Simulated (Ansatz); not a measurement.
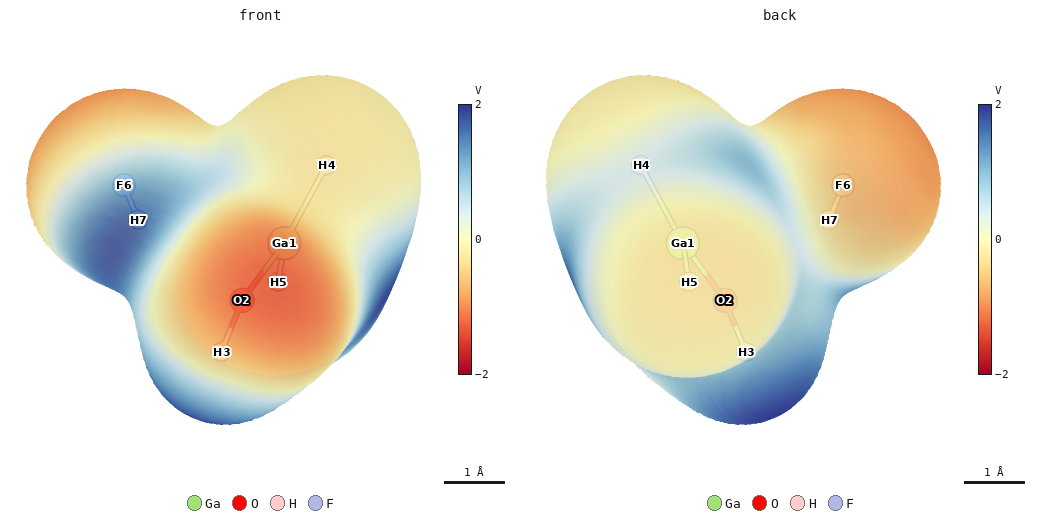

*GaH3O···HF. The molecular electrostatic potential painted on the density surface at 0.001 e/bohr³, seen from the front and from behind; the colour scale runs from red (negative) to blue (positive).*

Level of theory: RKS PBE0-D4/def2-SVP in Ansatz.

```xyz
7

Ga   -0.0597   -0.2448   -0.0010
O    -0.0295   -0.2878    1.7969
H    -0.8959   -0.4011    2.1995
H     1.3617   -0.2324   -0.6304
H    -1.4718   -0.3227   -0.6711
F     0.0974    2.4678    0.9909
H     0.2373    1.8939    1.7054
```

Question: Which sites attract a positive test charge, and which a negative one?

Answer: A positive charge is drawn to the negative regions and a negative charge to the positive ones. The most negative region (about −1.3 V) lies over O2, the most positive (about +1.9 V) over Ga1 and H3. O2 is the likeliest acceptor of a hydrogen bond.
